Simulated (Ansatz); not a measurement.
## SnIrOs: relaxing a made-up structure

This structure for SnIrOs is made up. Its elements were placed in a known structure type with a cell scaled to their sizes. What cell does the guess relax to, and how far off was it?

Main program and level: Ansatz 0.2.0; DFT, PBEsol, plane-wave PAW, files of the set soft_1, scalar-relativistic, no spin, cell and ions relaxed at zero pressure; PAW set soft_1, in the first sound run; inputs show where later runs differ.

### Step 1. Starting point

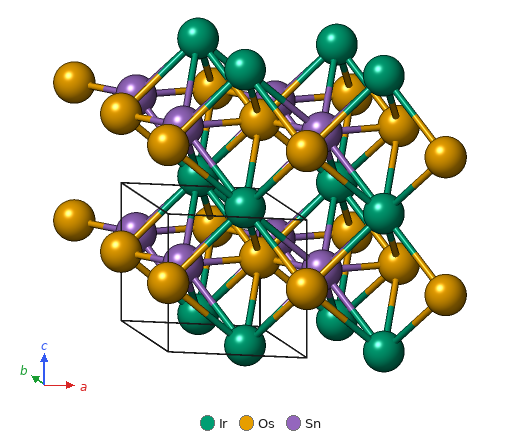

The starting structure, seen slightly off an axis (iridium teal, osmium orange, tin purple). 2×2×2 cells are drawn. Some periodic images of atoms are drawn too.

### Step 2. Relaxation of the guess

The guess takes its coordinates from another compound and its volume from a rule, so the cell and any free coordinates are relaxed together.

input.yaml reads:

```yaml
crystal:
  lattice:
    - [3.967, 0.0, 0.0]
    - [-1.9835, 3.435522777, 0.0]
    - [0.0, 0.0, 3.986]
  atoms:
    - { symbol: Ir, position: [0.666666667, 0.333333333, 0.0] }
    - { symbol: Os, position: [0.0, 0.0, 0.5] }
    - { symbol: Sn, position: [0.333333333, 0.666666667, 0.5] }
kpoints:
  mp_grid: { grid: [8, 8, 7] }
scf:
  occupations: { method: fermi_dirac, width: 0.05 }
hamiltonian:
  xc: pbesol
  pseudopotentials: { kind: paw, azcp: { folder: soft_1 }, xc_functional: pbe }
relax:
  f_tol: 0.015
  max_steps: 70
  cell: {}
output:
  forces: true
  stress: true
```

Launch:

```sh
ansatz run input.yaml --threads 4 --pin off --max-ram 8192MiB --backend cpu --events-out ev --progress --plain --runs-dir out
```

Numbers of over 12 decimals in the logs are rounded to 6 here.

Log:

```text
Engine: ansatz 0.2.0, aarch64-unknown-linux-gnu
Pseudopotentials: kind: paw
Pseudopotential: Ir, paw, valence charge 17, recommended cutoff 420 eV (normal), soft_1/Ir.paw.azcp
Pseudopotential: Os, paw, valence charge 16, recommended cutoff 420 eV (normal), soft_1/Os.paw.azcp
Pseudopotential: Sn, paw, valence charge 14, recommended cutoff 420 eV (normal), soft_1/Sn.paw.azcp
Functional definition: PBEsol
  exchange = pbesol_x
  correlation = pbesol_c
Crystal: 3 atoms, lattice volume = 54.324 Å³
Basis set: ecut = 420 eV, 1081 PW (Γ), exchange–correlation on 54×54×54 points (8 copies of the dense FFT grid, shifted against one another)
Bands: 29, of which v1, the nominal top of the filled ones, is band 24 counted from 1 (23 counted from 0)
Symmetry: 12 space group operations
Space group: P-6m2 (ITA 187), of the structure as read, at distance tolerance 3.8e-5 Å
k-points: 40 of 448 (time reversal used)
Non-local potential: Ir, projectors of the file, l = 0: 3, l = 1: 2, l = 2: 2, l = 3: 1
Non-local potential: Os, projectors of the file, l = 0: 3, l = 1: 2, l = 2: 2, l = 3: 1
Non-local potential: Sn, projectors of the file, l = 0: 2, l = 1: 2, l = 2: 2, l = 3: 1
PAW form: soft (Blöchl's): semilocal exchange-correlation on the pseudo side does not see the compensation charge
PAW frozen core: Ir, regenerated for the run's functional, and the local potential with it (the file was generated under x = pbe(κ = 0.804, μ = 0.219515), c = pbe(β = 0.066725))
PAW frozen core: Os, regenerated for the run's functional, and the local potential with it (the file was generated under x = pbe(κ = 0.804, μ = 0.219515), c = pbe(β = 0.066725))
PAW frozen core: Sn, regenerated for the run's functional, and the local potential with it (the file was generated under x = pbe(κ = 0.804, μ = 0.219515), c = pbe(β = 0.066725))
PAW one-centre angular grid: Ir, 590 points (default); XC on 64 Gauss nodes
PAW one-centre angular grid: Os, 590 points (default); XC on 64 Gauss nodes
PAW one-centre angular grid: Sn, 590 points (default); XC on 64 Gauss nodes
Initial density: superposition of atomic densities (chi_scale 0.1, normalization cell, long waves kept (reshape's long-wave potential 0.00 eV rms))
Initial wavefunctions: pseudopotential atomic-orbital guess
Functional: x = pbesol(κ = 0.804, μ = 0.123457), c = pbesol(β = 0.046)
SCF iter   1: F=—  HF=-28997.620306 eV  |F-HF|=—  |Δ(HF+E_count)|=         —  Δρ=6.70e-2  dr2=4.75e0  ethr=3.10e-3  ⟨swp⟩=6.0  Hψ=4958  notcnv=0
preconditioner: auto → Kerker (q_TF=auto, 2.663 Å⁻¹)  [metal: Δε(μ)=0.042 eV  Ē_g=12.640 eV  σ=0.050 eV  W_gap=0.20  n_scr=20 (ndim 8)  ℏωp=28.1 eV  f_vac=0.000  D(μ)=2.04/eV (n_scr^D=20)]
SCF iter   2: F=—  HF=-28997.278165 eV  |F-HF|=—  |Δ(HF+E_count)|=   3.42e-1  Δρ=3.78e-2  dr2=1.55e0  ethr=3.10e-3  ⟨swp⟩=2.0  Hψ=1639  notcnv=0  defer=4
SCF iter   3: F=—  HF=-28997.074617 eV  |F-HF|=—  |Δ(HF+E_count)|=   2.04e-1  Δρ=4.32e-3  dr2=1.58e-2  ethr=3.10e-3  ⟨swp⟩=2.0  Hψ=1379  notcnv=0  defer=4
SCF iter   4: F=—  HF=-28997.072275 eV  |F-HF|=—  |Δ(HF+E_count)|=   2.34e-3  Δρ=1.61e-3  dr2=1.91e-3  ethr=3.37e-5  ⟨swp⟩=2.0  Hψ=2077  notcnv=0  defer=5
SCF iter   5: F=—  HF=-28997.071792 eV  |F-HF|=—  |Δ(HF+E_count)|=   4.83e-4  Δρ=5.82e-4  dr2=2.80e-4  ethr=4.07e-6  ⟨swp⟩=2.1  Hψ=1490  notcnv=0  defer=5
SCF iter   6: F=—  HF=-28997.071731 eV  |F-HF|=—  |Δ(HF+E_count)|=   6.07e-5  Δρ=1.30e-4  dr2=1.13e-5  ethr=5.95e-7  ⟨swp⟩=2.3  Hψ=1573  notcnv=0  defer=5
SCF iter   7: F=—  HF=-28997.071728 eV  |F-HF|=—  |Δ(HF+E_count)|=   2.93e-6  Δρ=3.51e-5  dr2=6.72e-7  ethr=2.40e-8  ⟨swp⟩=2.0  Hψ=1752  notcnv=0  defer=5
SCF iter   8: F=—  HF=-28997.071728 eV  |F-HF|=—  |Δ(HF+E_count)|=   1.96e-7  Δρ=1.19e-5  dr2=1.07e-7  ethr=2.13e-10  ⟨swp⟩=5.0  Hψ=4258  notcnv=0
SCF iter   9: F=-28997.071728 eV  HF=-28997.071728 eV  |F-HF|=3.33e-9  |Δ(HF+E_count)|=   3.68e-8  Δρ=3.05e-6  dr2=6.47e-9  ethr=2.13e-10  ⟨swp⟩=4.5  Hψ=3834  notcnv=0
SCF 1 converged in 9 iterations: F = -28997.071728 eV  dr2 = 6.47e-9
  greatest PAW one-centre occupation: 1.000 electrons in one spin orbital (limit 2), on the Ir atom at site 0 (counted from 0), in its partial waves of l = 0
relax step   1: F+E_penalty+E_count = -28997.07172778 eV  Δ(F+E_penalty+E_count) = +0.000e0 eV  max|allowed force component| = 7.401e-17 eV/Å  Δτ_max = 0.0000 Å  P = +19.962 GPa  Ω = 54.324 Å³  (9 SCF iters, dr2 threshold 1.00e-7 eV, accepted)
Crystal: 3 atoms, lattice volume = 56.873 Å³
Basis set: ecut = 420 eV, 1135 PW (Γ), exchange–correlation on 54×54×54 points (8 copies of the dense FFT grid, shifted against one another)
Initial density: handed on by an earlier stage of this run
Initial wavefunctions: those handed on with the density
iter 1 solved again at ethr=1.62e-3 eV; its pass at ethr=3.10e-3 eV (dr2=7.60e-1 eV) is discarded
SCF iter   1: F=—  HF=-28998.456227 eV  |F-HF|=—  |Δ(HF+E_count)|=         —  Δρ=2.49e-2  dr2=7.57e-1  ethr=1.62e-3  ⟨swp⟩=1.0  Hψ=6726  notcnv=0
preconditioner: auto → Kerker (q_TF=auto, 2.643 Å⁻¹)  [metal: Δε(μ)=0.036 eV  Ē_g=12.227 eV  σ=0.050 eV  W_gap=0.18  n_scr=20 (ndim 8)  ℏωp=27.4 eV  f_vac=0.000  D(μ)=3.46/eV (n_scr^D=28)]
SCF iter   2: F=—  HF=-28998.405833 eV  |F-HF|=—  |Δ(HF+E_count)|=   5.04e-2  Δρ=1.25e-2  dr2=2.06e-1  ethr=1.61e-3  ⟨swp⟩=1.0  Hψ=1160  notcnv=0
SCF iter   3: F=—  HF=-28998.386998 eV  |F-HF|=—  |Δ(HF+E_count)|=   1.88e-2  Δρ=1.42e-3  dr2=1.13e-3  ethr=4.38e-4  ⟨swp⟩=2.0  Hψ=1285  notcnv=0
SCF iter   4: F=—  HF=-28998.387078 eV  |F-HF|=—  |Δ(HF+E_count)|=   8.01e-5  Δρ=4.13e-4  dr2=1.08e-4  ethr=2.40e-6  ⟨swp⟩=2.3  Hψ=1777  notcnv=0
SCF iter   5: F=—  HF=-28998.387058 eV  |F-HF|=—  |Δ(HF+E_count)|=   2.07e-5  Δρ=1.84e-4  dr2=1.75e-5  ethr=2.29e-7  ⟨swp⟩=2.5  Hψ=2085  notcnv=0
SCF iter   6: F=—  HF=-28998.387054 eV  |F-HF|=—  |Δ(HF+E_count)|=   3.22e-6  Δρ=3.27e-5  dr2=6.46e-7  ethr=3.72e-8  ⟨swp⟩=1.7  Hψ=1540  notcnv=0
SCF iter   7: F=-28998.387054 eV  HF=-28998.387054 eV  |F-HF|=3.22e-8  |Δ(HF+E_count)|=   1.37e-7  Δρ=8.34e-6  dr2=5.02e-8  ethr=6.38e-10  ⟨swp⟩=4.9  Hψ=3805  notcnv=0
SCF 2 converged in 7 iterations: F = -28998.387054 eV  dr2 = 5.02e-8
relax step   2: F+E_penalty+E_count = -28998.38705412 eV  Δ(F+E_penalty+E_count) = -1.315e0 eV  max|allowed force component| = 1.820e-16 eV/Å  Δτ_max = 0.0000 Å  P = -1.106 GPa  Ω = 56.873 Å³  energy of the carried Pulay correction = -8.641e-4 eV  (7 SCF iters, dr2 threshold 3.00e-7 eV, accepted)
Crystal: 3 atoms, lattice volume = 55.175 Å³
Basis set: ecut = 420 eV, 1051 PW (Γ), exchange–correlation on 54×54×54 points (8 copies of the dense FFT grid, shifted against one another)
[...]
SCF 3 converged in 6 iterations: F = -28998.964337 eV  dr2 = 8.56e-8
relax step   3: F+E_penalty+E_count = -28998.96433731 eV  Δ(F+E_penalty+E_count) = -5.773e-1 eV  max|allowed force component| = 8.635e-17 eV/Å  Δτ_max = 0.0000 Å  P = -2.311 GPa  Ω = 55.175 Å³  energy of the carried Pulay correction = -3.335e-4 eV  (6 SCF iters, dr2 threshold 3.00e-7 eV, accepted)
[... from here on, the SCF cycles and remarks between the steps are left out ...]
relax step   4: F+E_penalty+E_count = -28999.53104940 eV  Δ(F+E_penalty+E_count) = -5.667e-1 eV  max|allowed force component| = 3.076e-16 eV/Å  Δτ_max = 0.0000 Å  P = -2.796 GPa  Ω = 53.373 Å³  energy of the carried Pulay correction = +2.509e-4 eV  (6 SCF iters, dr2 threshold 3.00e-7 eV, accepted)
relax step   5: F+E_penalty+E_count = -29000.07793177 eV  Δ(F+E_penalty+E_count) = -5.469e-1 eV  max|allowed force component| = 2.643e-16 eV/Å  Δτ_max = 0.0000 Å  P = -2.048 GPa  Ω = 51.425 Å³  energy of the carried Pulay correction = +9.081e-4 eV  (7 SCF iters, dr2 threshold 3.00e-7 eV, accepted)
relax step   6: F+E_penalty+E_count = -29000.58622802 eV  Δ(F+E_penalty+E_count) = -5.083e-1 eV  max|allowed force component| = 1.118e-16 eV/Å  Δτ_max = 0.0000 Å  P = -3.948 GPa  Ω = 50.202 Å³  energy of the carried Pulay correction = +1.323e-3 eV  (6 SCF iters, dr2 threshold 3.00e-7 eV, accepted)
relax step   7: F+E_penalty+E_count = -29000.76715287 eV  Δ(F+E_penalty+E_count) = -1.809e-1 eV  max|allowed force component| = 2.159e-16 eV/Å  Δτ_max = 0.0000 Å  P = +0.753 GPa  Ω = 48.490 Å³  energy of the carried Pulay correction = +1.938e-3 eV  (6 SCF iters, dr2 threshold 3.00e-7 eV, accepted)
relax step   8: F+E_penalty+E_count = -29000.77440460 eV  Δ(F+E_penalty+E_count) = -7.252e-3 eV  max|allowed force component| = 1.234e-16 eV/Å  Δτ_max = 0.0000 Å  P = +0.113 GPa  Ω = 48.524 Å³  energy of the carried Pulay correction = +1.922e-3 eV  (6 SCF iters, dr2 threshold 3.00e-7 eV, accepted)
relax step   9: F+E_penalty+E_count = -29000.77459227 eV  Δ(F+E_penalty+E_count) = -1.877e-4 eV  max|allowed force component| = 2.035e-16 eV/Å  Δτ_max = 0.0000 Å  P = +0.016 GPa  Ω = 48.528 Å³  energy of the carried Pulay correction = +1.919e-3 eV  (6 SCF iters, dr2 threshold 3.00e-7 eV, accepted)
relax step  10: F+E_penalty+E_count = -29000.77979100 eV  Δ(F+E_penalty+E_count) = -5.199e-3 eV  max|allowed force component| = 2.282e-16 eV/Å  Δτ_max = 0.0000 Å  P = +0.224 GPa  Ω = 48.528 Å³  stress off target by 3.59e-1 GPa  SCF on the basis re-selected at this cell (its energy is not comparable with the rows above)  (6 SCF iters)
relax step  11: F+E_penalty+E_count = -29000.77986046 eV  Δ(F+E_penalty+E_count) = -6.946e-5 eV  max|allowed force component| = 1.249e-16 eV/Å  Δτ_max = 0.0000 Å  P = -0.014 GPa  Ω = 48.569 Å³  energy of the carried Pulay correction = -1.180e-5 eV  (6 SCF iters, dr2 threshold 3.00e-7 eV, accepted)
iter 1 solved again at ethr=5.63e-8 eV; its pass at ethr=3.10e-3 eV (dr2=2.64e-5 eV) is discarded
SCF iter   1: F=—  HF=-29000.779866 eV  |F-HF|=—  |Δ(HF+E_count)|=         —  Δρ=2.26e-6  dr2=9.40e-10  ethr=5.63e-8  ⟨swp⟩=4.1  Hψ=7771  notcnv=0
eigensolver tolerance schedule: the retry pair's looser diagonalisation over-reported the residual by 28123.28 of it (diagonalisation noise at 1.04 of the residual, at the tolerance the schedule requests for it); recorded, not acted on — ethr = c·dr2/N_el stays at c = 1.0e-1
preconditioner: auto → none  [metal: Δε(μ)=0.014 eV  Ē_g=13.098 eV  σ=0.050 eV  W_gap=0.07  n_scr=8 (ndim 8)  ℏωp=29.7 eV  f_vac=0.000  D(μ)=5.04/eV (n_scr^D=68)]
SCF iter   2: F=—  HF=-29000.779867 eV  |F-HF|=—  |Δ(HF+E_count)|=   9.15e-7  Δρ=1.29e-6  dr2=4.24e-10  ethr=2.00e-12  ⟨swp⟩=3.3  Hψ=2988  notcnv=0
SCF iter   3: F=—  HF=-29000.779867 eV  |F-HF|=—  |Δ(HF+E_count)|=  4.00e-11  Δρ=8.28e-7  dr2=1.18e-10  ethr=1.00e-12  ⟨swp⟩=1.1  Hψ=1194  notcnv=0
iter 4 did not close the SCF: its close was put off for the readings that it lacked (scf_convergence_deferred on its scf_iter line)
SCF iter   4: F=-29000.779867 eV  HF=-29000.779867 eV  |F-HF|=3.64e-12  |Δ(HF+E_count)|=  2.18e-11  Δρ=1.64e-7  dr2=1.19e-11  ethr=1.00e-12  ⟨swp⟩=1.9  Hψ=1328  notcnv=0
iter 5 did not close the SCF: its close was put off for the readings that it lacked (scf_convergence_deferred on its scf_iter line)
SCF iter   5: F=-29000.779867 eV  HF=-29000.779867 eV  |F-HF|=3.64e-12  |Δ(HF+E_count)|=  3.64e-12  Δρ=7.84e-8  dr2=2.87e-12  ethr=1.00e-12  ⟨swp⟩=1.0  Hψ=1160  notcnv=0
iter 6 did not close the SCF: its close was put off for the readings that it lacked (scf_convergence_deferred on its scf_iter line)
SCF iter   6: F=-29000.779867 eV  HF=-29000.779867 eV  |F-HF|=0.00e0  |Δ(HF+E_count)|=  3.64e-12  Δρ=3.77e-8  dr2=6.72e-13  ethr=1.00e-12  ⟨swp⟩=1.0  Hψ=1160  notcnv=0
iter 7 did not close the SCF: its close was put off for the readings that it lacked (scf_convergence_deferred on its scf_iter line)
SCF iter   7: F=-29000.779867 eV  HF=-29000.779867 eV  |F-HF|=0.00e0  |Δ(HF+E_count)|=    0.00e0  Δρ=6.18e-9  dr2=1.92e-14  ethr=1.00e-12  ⟨swp⟩=1.0  Hψ=1160  notcnv=0
SCF iter   8: F=-29000.779867 eV  HF=-29000.779867 eV  |F-HF|=3.64e-12  |Δ(HF+E_count)|=  3.64e-12  Δρ=5.91e-10  dr2=1.90e-16  ethr=1.00e-12  ⟨swp⟩=3.0  Hψ=3745  notcnv=0
SCF 12 converged in 8 iterations: F = -29000.779867 eV  dr2 = 1.90e-16
relax step  12: F+E_penalty+E_count = -29000.77986729 eV  Δ(F+E_penalty+E_count) = -6.829e-6 eV  max|allowed force component| = 1.858e-16 eV/Å  Δτ_max = 0.0000 Å  P = -0.014 GPa  Ω = 48.569 Å³  stress off target by 3.17e-2 GPa  SCF on the basis re-selected at this cell (its energy is not comparable with the rows above)  (8 SCF iters)
basis re-selected at this cell: Δ(F+E_penalty+E_count) = -6.829e-6 eV, ΔP = -0.000 GPa vs the last step (what re-selecting the basis moved, of the pressure what is left beyond the Pulay correction that the steps carried, after the strain that the cell walked since its last selection, with what the two solves' SCF thresholds leave and, on support functions, any second-order correction that the steps lacked; it is no m [...]
SCF converged after 8 iterations
Free energy (F): -29000.779867 eV
Harris-Foulkes:  -29000.779867 eV  (|F-HF|=3.64e-12)
Internal energy: -29000.740409 eV  (E = F + TS)
E sigma→0 (E₀):  -29000.760138 eV
Entropy (-TS):   -0.039458 eV (-13.153 meV/atom)
Fermi energy:    21.063344 eV
--- Per-component energies (eV) ---
  E_band       = -226.242868
  E_kinetic    = 1207.429107
  E_local      = -2987.976811  (includes V_loc(G=0)·N_el)
  E_nonlocal   = 542.368264
  E_hartree    = 1229.234872
  E_xc         = -586.980294
  E_vxc        = -583.705782  (∫ρ·V_xc dr)
  E_paw        = -22343.730789  (= ΣΔE_a)
  E_vpaw       = -862.828518  (= ΣTr[D̂ρ^β])
  E_aug_tail   = 0.001128  (compensation charges beyond the density's cutoff)
  E_ewald      = -6061.884072
  E_core_change = 0.798185  (= ΣΔE_core)
  E_smearing   = -0.039458  (= −TS)
  E_closure    = 0.000000  (closes the sum)
  Σ components = -29000.779867   (vs F -29000.779867, Δ=0.00e0)
--- Forces (eV/Å), atoms counted from 1 ---
  atom   1  Ir    -0.00000000     0.00000000     0.00000000
  atom   2  Os    -0.00000000    -0.00000000     0.00000000
  atom   3  Sn     0.00000000    -0.00000000     0.00000000
  max |Σ_I F_I| component: 1.09e-16 eV/Å
--- Stress (GPa, compression-positive) ---
       -0.004535       0.000000      -0.000000
       -0.000000      -0.004535      -0.000000
       -0.000000      -0.000000      -0.031732
  P = ⅓ Tr σ = -0.0136 GPa (-0.136 kbar)
--- Relaxed structure (10 steps of the walk, 10 accepted, 2 SCFs on fresh bases) ---
  F+E_penalty+E_count = -29000.77986729 eV   max|allowed force component| = 1.858e-16 eV/Å   (the final SCF, on the basis selected at the relaxed cell)
  cell:  # Å, volume = 48.5689 Å³
    - [4.453592, 0.0, 0.0]
    - [-2.226796, 3.856924, 0.0]
    - [0.0, 0.0, 2.827527]
  atoms:
    - { symbol: Ir, position: [0.666667, 0.333333, 0.0] }
    - { symbol: Os, position: [0, 0, 0.5] }
    - { symbol: Sn, position: [0.333333, 0.666667, 0.5] }
```

The job ended after 17 s (4 threads of Arm Neoverse V2, shared host; peak memory 0.48 GiB).

The steps of the relaxation:

| step | energy less that of the first step (eV) | largest force component (eV/Å) | pressure (GPa) | volume (Å³) |
| --- | --- | --- | --- | --- |
| 1 | 0.0000 | 0.0000 | 19.96 | 54.32 |
| 2 | -1.3153 | 0.0000 | -1.11 | 56.87 |
| 3 | -1.8926 | 0.0000 | -2.31 | 55.18 |
| 4 | -2.4593 | 0.0000 | -2.80 | 53.37 |
| 5 | -3.0062 | 0.0000 | -2.05 | 51.42 |
| 6 | -3.5145 | 0.0000 | -3.95 | 50.20 |
| 7 | -3.6954 | 0.0000 | 0.75 | 48.49 |
| 8 | -3.7027 | 0.0000 | 0.11 | 48.52 |
| 9 | -3.7029 | 0.0000 | 0.02 | 48.53 |
| 10* | -3.7081 | 0.0000 | 0.22 | 48.53 |
| 11 | -3.7081 | 0.0000 | -0.01 | 48.57 |
| 12* | -3.7081 | 0.0000 | -0.01 | 48.57 |

Relaxation steps marked * repeat the geometry before them on a plane-wave basis chosen anew for their cell, so energy and pressure can jump there.

Forces are held to the 12 operations that the run works with; a distortion that breaks them can't arise in this run.

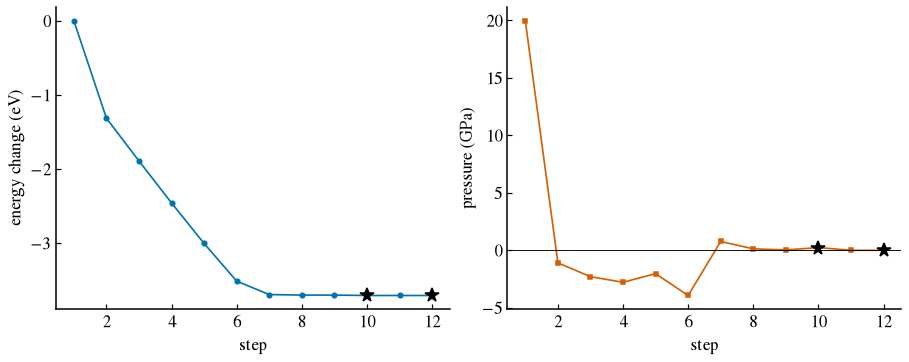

Energy and pressure along the relaxation. Stars mark steps on a basis chosen anew.

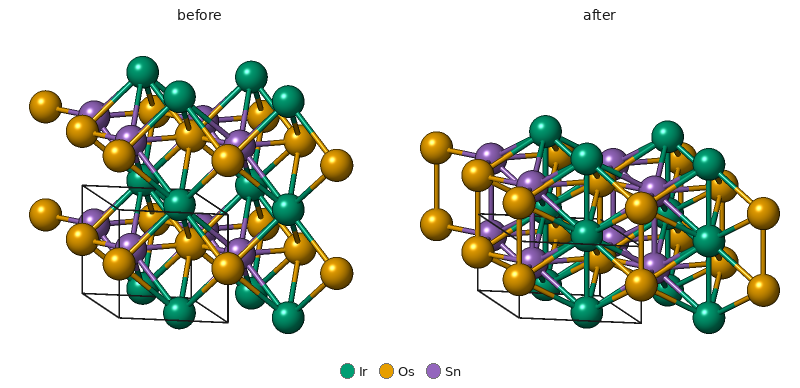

The structure before and after the relaxation, drawn at the same scale.

| cell as run | before | after | change |
| --- | --- | --- | --- |
| a (Å) | 3.967 | 4.454 | +12.3 % |
| b (Å) | 3.967 | 4.454 | +12.3 % |
| c (Å) | 3.986 | 2.828 | -29.1 % |
| volume (Å³/atom) | 18.11 | 16.19 | -10.6 % |

The relaxed structure:

```cif
data_structure
_symmetry_space_group_name_H-M 'P 1'
_symmetry_Int_Tables_number 1
_cell_length_a 4.4536
_cell_length_b 4.4536
_cell_length_c 2.8275
_cell_angle_alpha 90.000
_cell_angle_beta 90.000
_cell_angle_gamma 120.000
_cell_volume 48.57
loop_
_atom_site_label
_atom_site_type_symbol
_atom_site_fract_x
_atom_site_fract_y
_atom_site_fract_z
_atom_site_occupancy
Ir1 Ir 0.66667 0.33333 0.00000 1
Os2 Os 0.00000 0.00000 0.50000 1
Sn3 Sn 0.33333 0.66667 0.50000 1
```

Numbers from this step:

```
free energy             : -29000.7799 eV
energy at zero smearing : -29000.7601 eV
smearing term TS        : 0.03946 eV
Fermi energy            : 21.06 eV
electrons               : 47
symmetry operations     : 12
pressure                : -0.01360 GPa
```

Shortest distances by pair of elements, guess and relaxed (not always the same contact):

| pair | guess (Å) | relaxed (Å) |
| --- | --- | --- |
| Os–Sn | 2.290 | 2.571 |
| Ir–Ir | 3.967 | 2.828 |
| Os–Os | 3.967 | 2.828 |
| Sn–Sn | 3.967 | 2.828 |
| Ir–Sn | 3.036 | 2.934 |

The relaxation ends with a pressure of -0.01 GPa.

(Part 1 of 2 ends here.)

[Logs are printed without paths, hosts, clocks, repeated set-up lines and the standing remarks that a program may print on its own settings, such as how far it seeks lower states.]

[Hosts, paths, dates, database ids (printed as entryN), source tags and the programs' standing remarks are cut or masked in the printed files.]
